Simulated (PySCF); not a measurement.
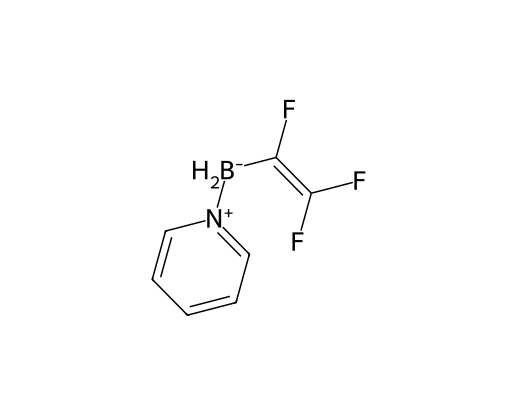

Skeletal drawing of a molecule.

Give its SMILES.

Answer. FC(F)=C(F)[BH2-][n+]1ccccc1

What is the molecular formula?

Answer. C7H7BF3N.

An optimisation with PBE0-D3(BJ)/def2-SVP gave a structure of which point group?

Answer. C1. Other conformers may differ.

More results for the same structure follow; atom numbers are the same in all pictures, views and colours differ. The computed structure is the end point of a PBE0-D3(BJ)/def2-SVP optimisation. No frequency run is at hand to confirm it as a minimum.

**Shape**

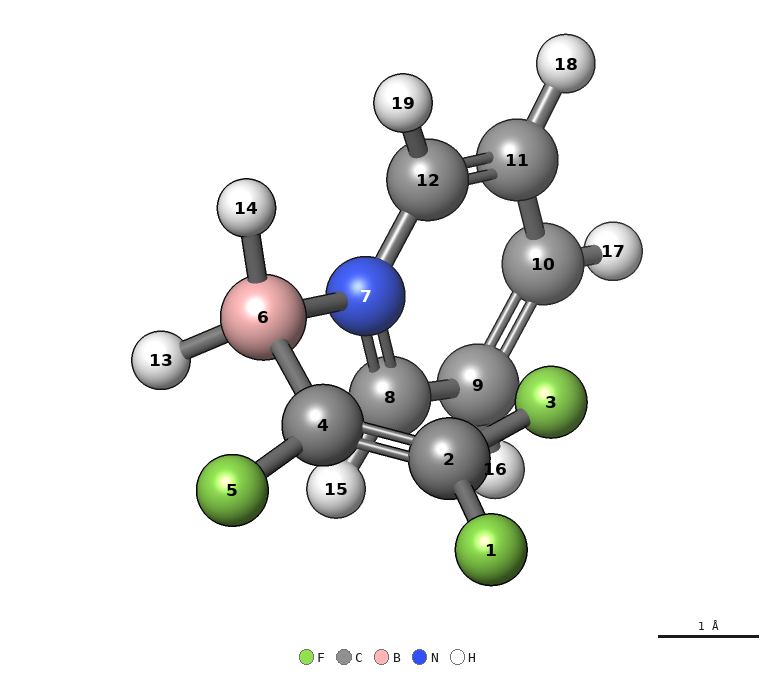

Numbered structure. No frequency run is at hand to confirm it as a minimum.

How are the neighbours of atom 4 arranged?

Answer. C4 has 3 neighbours (C2 at 1.33, F5 at 1.35, B6 at 1.60 Å); the arrangement is trigonal planar.

How are the neighbours of atom 9 arranged?

Answer. C9 has 3 neighbours (C8 at 1.38, C10 at 1.39, H16 at 1.09 Å); the arrangement is trigonal planar.

Describe the coordination of atom 8.

Answer. C8 has 3 neighbours (N7 at 1.34, C9 at 1.38, H15 at 1.09 Å); the arrangement is trigonal planar.

How are the neighbours of atom 6 arranged?

Answer. B6 has 4 neighbours (C4 at 1.60, N7 at 1.60, H13 at 1.22, H14 at 1.22 Å); the arrangement is tetrahedral.

What is the dihedral angle B6–N7–C12–C11?

Answer. 180° in size, that is anti.

**NMR shielding**

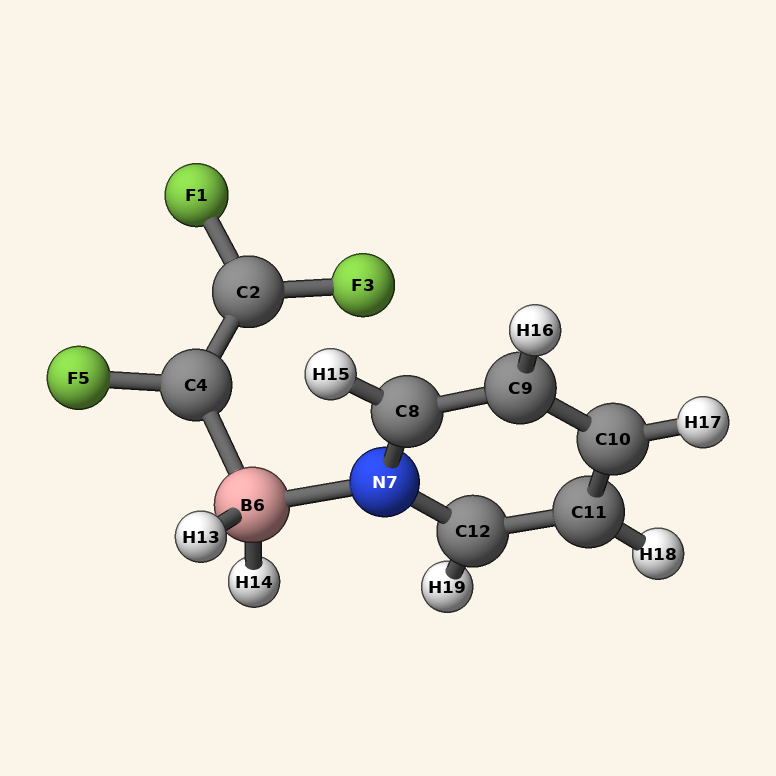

No frequency run is at hand to confirm it as a minimum. Method: GIAO PBE0/pcSseg-1 NMR shielding, non-relativistic, IEF-PCM methanol (PySCF 2.14.0). Principal shieldings σ11 ≤ σ22 ≤ σ33, span Ω = σ33 − σ11, skew κ = 3(σiso − σ22)/Ω.

Give the shielding tensors of the B atoms.

```tsv
atom	σ11	σ22	σ33	σiso	Ω	κ
B6	96.5	113.0	137.3	115.6	40.8	0.19
```

Shieldings and span in ppm.

**Dipole moment**

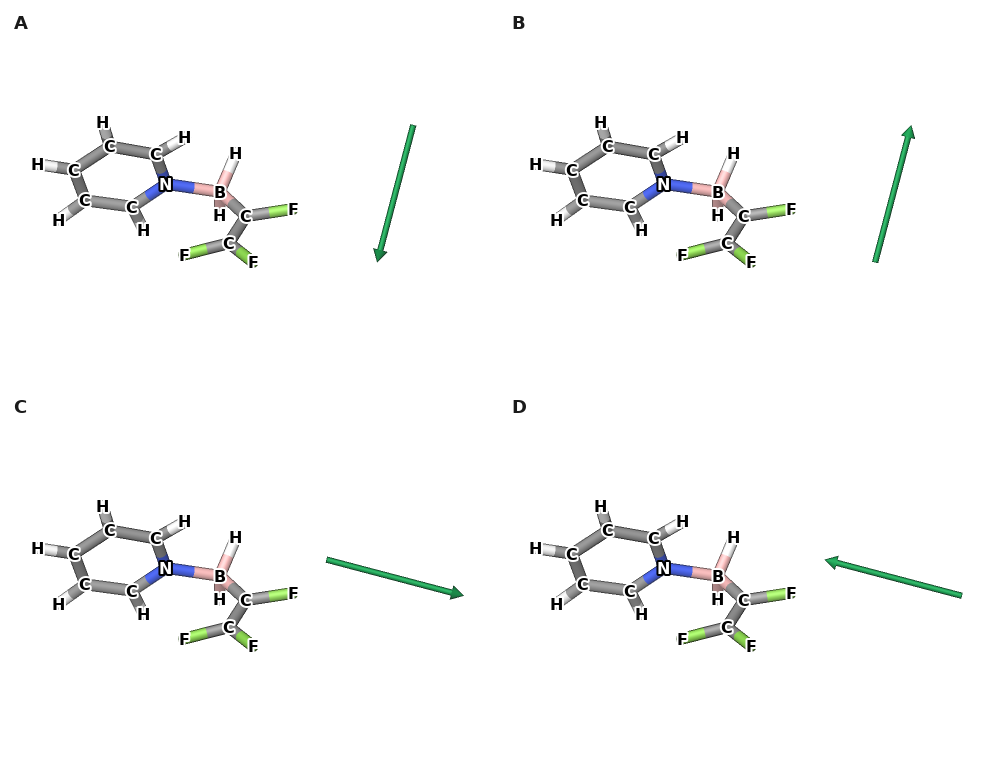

The same molecule four times, each with an arrow. No frequency run is at hand to confirm it as a minimum. Level of theory: ωB97X-D/def2-SVPD, gas phase (PySCF 2.14.0).

Which arrow points along the dipole moment, from the negative to the positive end?

Answer. D. The dipole moment is 8.06 D.

**Charges**

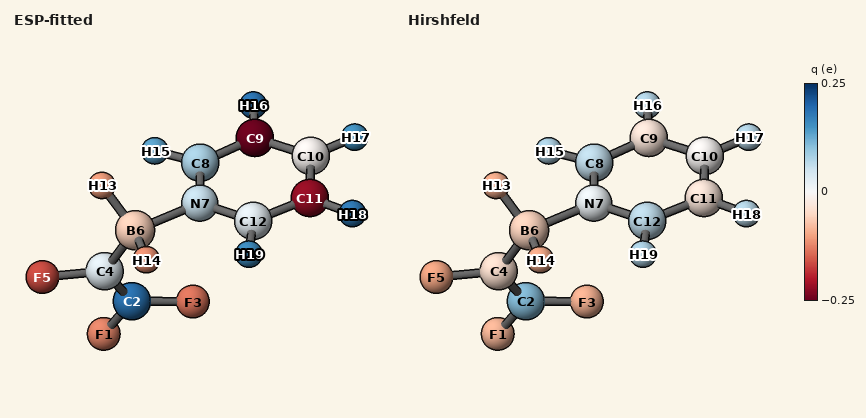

Atomic charges of one calculation by 2 schemes, on one colour scale. No frequency run is at hand to confirm it as a minimum. Level of theory: PBE0/pcSseg-1 (PySCF 2.14.0).

Which scheme gives the most polar picture (largest mean size of the charges)?

Answer. The ESP-fitted charges are the largest in size here.

On which atom do the schemes disagree most?

Answer. On C9 (from −0.24 to −0.03 e).

List the charges (e), one line for each set of equivalent atoms.

```
atom  ESP-fitted  Hirshfeld
  F1       −0.12      −0.08
  C2        0.18       0.11
  F3       −0.13      −0.09
  C4        0.03      −0.04
  F5       −0.16      −0.10
  B6       −0.06      −0.06
  N7        0.06       0.02
  C8        0.08       0.06
  C9       −0.24      −0.03
 C10       −0.01      −0.01
 C11       −0.22      −0.03
 C12        0.02       0.06
 H13       −0.10      −0.09
 H14       −0.11      −0.09
 H15        0.13       0.08
 H16        0.18       0.07
 H17        0.15       0.07
 H18        0.17       0.07
 H19        0.16       0.08
```
